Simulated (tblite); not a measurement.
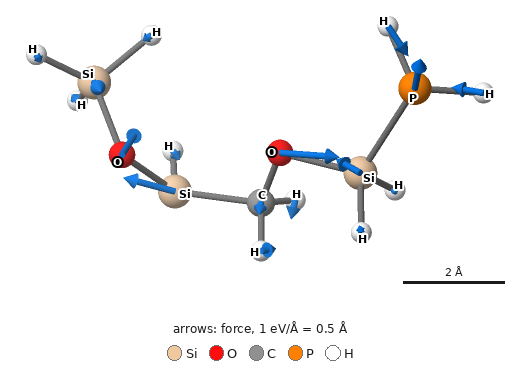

Starting geometry of CH10O2PSi3 (multiplicity 2) with the computed forces as blue arrows. The picture is a ball-and-stick view, seen at a tilt.

The calculation used tblite 0.8.0, GFN2-xTB geometry optimisation, gas phase. 

### What follows when this structure is relaxed?

It isn't relaxed: the largest force vector, on an O atom, is 2.87 eV/Å. The final displacements have little in common with the starting forces (cosine between the two patterns 0.25). The atom that moves furthest after the best rigid fit is an H atom (2.06 Å). By element the largest moves are H 2.06 Å, P 1.61 Å, O 1.42 Å, Si 1.04 Å, C 0.71 Å. Near-neighbour distances that change, for instance: Si–Si 2.741 → 3.136 Å, O–Si 1.731 → 1.616 Å, O–Si 1.719 → 1.634 Å, H–P 1.455 → 1.384 Å. Bond angles that change, for instance: Si–O–Si 105.2° → 149.5°, C–O–Si 105.1° → 128.8°, H–P–H 107.1° → 92.1°. Groups turn about O–Si by about 115°, O–Si by about 95°, C–O by about 45°. After 193 geometry steps the energy has fallen by 198.2 kJ/mol. The run took 1.6 s on 1 thread of Arm Neoverse V2, on a shared host.
